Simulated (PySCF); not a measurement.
## C2H4BFO3: one change and its effect

System: C2H4BFO3.
Method of run A: GIAO OPBE/pcSseg-1 NMR shielding, non-relativistic, gas phase (PySCF 2.14.0).

The geometry comes from this level: PBE0-D3(BJ)/def2-SVP. Text and figures count atoms from 1; the logs count them from 0 in places.

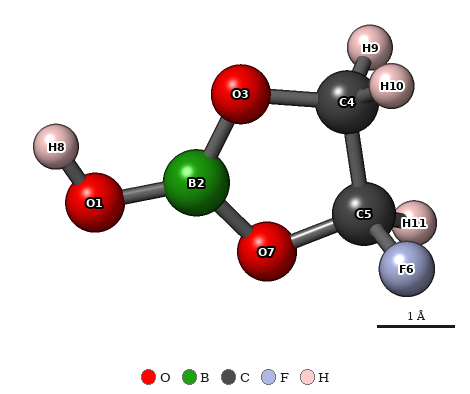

Figure 1. The input geometry (ball-and-stick view, seen at a tilt; atoms are numbered from 1 in the order of the input). Bond lengths as drawn: B–O 1.34 to 1.38 Å, C–C 1.54 Å, C–F 1.37 Å, C–H 1.10 Å, C–O 1.38 to 1.41 Å and H–O 0.96 Å.

Input, run A:
```
{"job": {"kind": "nmr", "xc": "OPBE", "basis": "pcSseg-1", "pop": false}, "charge": 0, "multiplicity": 1}
O      2.431280    -0.829902     0.059787
B      1.138019    -0.462023     0.045164
O      0.622814     0.637290     0.680904
C     -0.773164     0.621790     0.473151
C     -1.010493    -0.483064    -0.567937
F     -1.261308     0.072244    -1.790415
O      0.173934    -1.193708    -0.617999
H      2.973360    -0.228504     0.579469
H     -1.294065     0.408175     1.421300
H     -1.121748     1.590108     0.084312
H     -1.851582    -1.157812    -0.339208
```

The first line tells a small driver script what to run in PySCF; the rest is the geometry in Å.

Command:
```bash
OMP_NUM_THREADS=1 python <driver script> task.json out
```

Hardware: 1 CPU thread, shared host.

Output (run A):
```
coarse grid: 10088 points
cycle   1  E = -428.5700734533  dE =  1.169e+00  |g| = 1.082e+00  |ddm| = 2.976e+00
cycle   2  E = -428.1345667608  dE =  4.355e-01  |g| = 1.893e+00  |ddm| = 1.947e+00
cycle   3  E = -428.7682597702  dE = -6.337e-01  |g| = 1.283e-01  |ddm| = 1.371e+00
cycle   4  E = -428.7715978737  dE = -3.338e-03  |g| = 5.926e-02  |ddm| = 1.441e-01
cycle   5  E = -428.7723468385  dE = -7.490e-04  |g| = 1.796e-02  |ddm| = 5.089e-02
cycle   6  E = -428.7723961257  dE = -4.929e-05  |g| = 7.680e-03  |ddm| = 1.426e-02
cycle   7  E = -428.7724062284  dE = -1.010e-05  |g| = 1.340e-03  |ddm| = 4.957e-03
cycle   8  E = -428.7724064960  dE = -2.676e-07  |g| = 6.453e-04  |ddm| = 1.241e-03
final grid: 100344 points
cycle   9  E = -428.8652962822  dE = -4.210e-05  |g| = 3.754e-02  |ddm| = 5.562e-02
cycle  10  E = -428.8647631245  dE =  5.332e-04  |g| = 6.717e-02  |ddm| = 5.760e-02
cycle  11  E = -428.8655262301  dE = -7.631e-04  |g| = 2.987e-03  |ddm| = 3.971e-02
cycle  12  E = -428.8655279890  dE = -1.759e-06  |g| = 1.074e-03  |ddm| = 2.824e-03
cycle  13  E = -428.8655281772  dE = -1.883e-07  |g| = 2.826e-04  |ddm| = 7.380e-04
cycle  14  E = -428.8655281924  dE = -1.519e-08  |g| = 5.766e-05  |ddm| = 2.254e-04
cycle  15  E = -428.8655281928  dE = -3.857e-10  |g| = 3.567e-05  |ddm| = 5.365e-05
cycle  16  E = -428.8655281930  dE = -2.213e-10  |g| = 5.010e-06  |ddm| = 2.235e-05
converged SCF energy = -428.8655281930

GIAO shielding tensors (ppm)
atom      isotropic    diamagn.    paramagn.     s11        s22        s33       span
  0 O      258.833     383.440    -124.607    181.179    289.320    306.000    124.821
  1 B       79.322     200.722    -121.400     68.059     72.486     97.420     29.361
  2 O      235.487     393.140    -157.653    127.439    260.565    318.457    191.018
  3 C      111.286     248.065    -136.779     84.429    103.446    145.982     61.553
  4 C       74.303     244.606    -170.303     48.290     77.334     97.284     48.995
  5 F      289.724     472.749    -183.025    204.912    309.228    355.032    150.120
  6 O      180.024     391.288    -211.264    110.534    163.033    266.505    155.971
  7 H       28.031      30.621      -2.591     21.226     24.461     38.405     17.179
  8 H       27.084      29.321      -2.237     23.272     25.822     32.157      8.885
  9 H       27.073      29.110      -2.037     23.784     26.077     31.358      7.574
 10 H       25.096      28.440      -3.344     21.584     24.717     28.988      7.404
```

The input of run B differs as follows (lines with − go, lines with + come):
```diff
-"xc": "OPBE"
+"xc": "PBE"
```

Predict how the results change.

The total energies belong to different methods, so their difference says nothing on which is more stable or more accurate. The LUMO goes from 0.41 to 0.21 eV. The dipole moment goes from 2.58 to 2.63 D. Of all shieldings, the largest change is that of C5, by −10.5 ppm. The functional changes from OPBE to PBE. The SCF takes 15 iterations against 16.

Output (run B):
```
coarse grid: 10088 points
cycle   1  E = -428.3011114287  dE =  1.196e+00  |g| = 1.167e+00  |ddm| = 2.959e+00
cycle   2  E = -427.7178052882  dE =  5.833e-01  |g| = 2.150e+00  |ddm| = 2.137e+00
cycle   3  E = -428.5236884126  dE = -8.059e-01  |g| = 1.463e-01  |ddm| = 1.550e+00
cycle   4  E = -428.5276602614  dE = -3.972e-03  |g| = 7.478e-02  |ddm| = 1.604e-01
cycle   5  E = -428.5287880339  dE = -1.128e-03  |g| = 2.328e-02  |ddm| = 6.076e-02
cycle   6  E = -428.5288686658  dE = -8.063e-05  |g| = 1.061e-02  |ddm| = 1.875e-02
cycle   7  E = -428.5288882447  dE = -1.958e-05  |g| = 1.426e-03  |ddm| = 6.138e-03
cycle   8  E = -428.5288885517  dE = -3.070e-07  |g| = 7.374e-04  |ddm| = 1.279e-03
final grid: 100344 points
cycle   9  E = -428.6319196143  dE = -4.263e-05  |g| = 1.809e-02  |ddm| = 2.859e-02
cycle  10  E = -428.6317762296  dE =  1.434e-04  |g| = 3.401e-02  |ddm| = 2.734e-02
cycle  11  E = -428.6319766245  dE = -2.004e-04  |g| = 1.433e-03  |ddm| = 1.869e-02
cycle  12  E = -428.6319770659  dE = -4.413e-07  |g| = 5.118e-04  |ddm| = 1.689e-03
cycle  13  E = -428.6319771075  dE = -4.163e-08  |g| = 2.204e-04  |ddm| = 3.868e-04
cycle  14  E = -428.6319771159  dE = -8.351e-09  |g| = 2.774e-05  |ddm| = 1.324e-04
cycle  15  E = -428.6319771160  dE = -1.060e-10  |g| = 1.276e-05  |ddm| = 2.242e-05
converged SCF energy = -428.6319771160

GIAO shielding tensors (ppm)
atom      isotropic    diamagn.    paramagn.     s11        s22        s33       span
  0 O      254.767     384.455    -129.688    173.158    287.220    303.921    130.764
  1 B       72.681     199.933    -127.253     60.280     66.771     90.991     30.710
  2 O      231.928     394.675    -162.747    118.098    257.612    320.074    201.976
  3 C      102.434     248.213    -145.779     74.744     94.297    138.261     63.517
  4 C       63.758     244.381    -180.623     36.838     67.011     87.423     50.585
  5 F      280.559     473.370    -192.811    191.632    301.152    348.894    157.263
  6 O      171.187     392.994    -221.808     99.091    151.356    263.113    164.023
  7 H       28.015      30.674      -2.659     21.366     24.549     38.129     16.763
  8 H       26.989      29.384      -2.395     23.224     25.828     31.914      8.690
  9 H       27.004      29.221      -2.218     23.802     26.071     31.138      7.336
 10 H       25.008      28.411      -3.403     21.497     24.746     28.780      7.284
```

The two runs side by side:

| quantity | run A | run B |
| --- | --- | --- |
| outcome | converged | converged |
| total energy (hartree) | −428.865528 | −428.631977 |
| HOMO (eV) | −7.24 | −7.25 |
| LUMO (eV) | 0.41 | 0.21 |
| dipole moment (D) | 2.58 | 2.63 |
| shielding of O1 (ppm) | 258.8 | 254.8 |
| shielding of B2 (ppm) | 79.3 | 72.7 |
| shielding of O3 (ppm) | 235.5 | 231.9 |
| shielding of C4 (ppm) | 111.3 | 102.4 |
| shielding of C5 (ppm) | 74.3 | 63.8 |
| shielding of F6 (ppm) | 289.7 | 280.6 |
| shielding of O7 (ppm) | 180.0 | 171.2 |
| SCF iterations | 16 | 15 |
| basis functions | 139 | 139 |
| wall time (shared host) | 18 s | 17 s |
